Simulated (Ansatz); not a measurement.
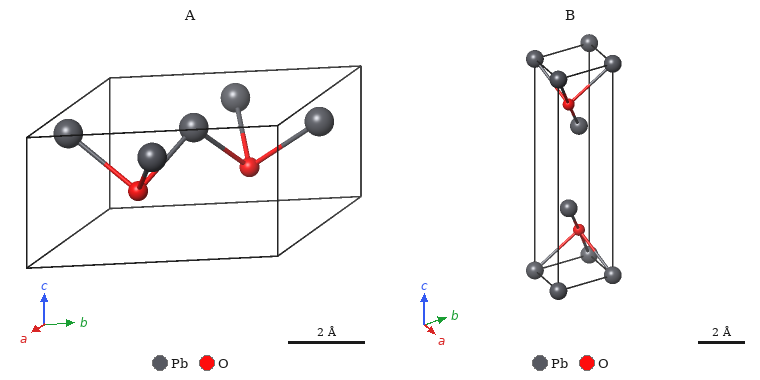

Two structures of Pb3O2, each relaxed to rest (conventional cells in solid outline, small ones repeated, not to one scale). Method: DFT PBE, scalar-relativistic, plane waves, PAW (Ansatz 0.2.0), without spin polarisation.

Which structures are these?

A: 5 atoms a cell on a primitive hexagonal lattice, P6mm. B: 5 atoms a cell on a primitive hexagonal lattice, P-3m1.

Compare their energies: which is lower?

B is lower, by 225 meV/atom at this level of theory (energies at zero smearing). Volumes: A 28.8, B 21.0 Å³/atom.

One or both may be structure types tried for this composition rather than known phases.
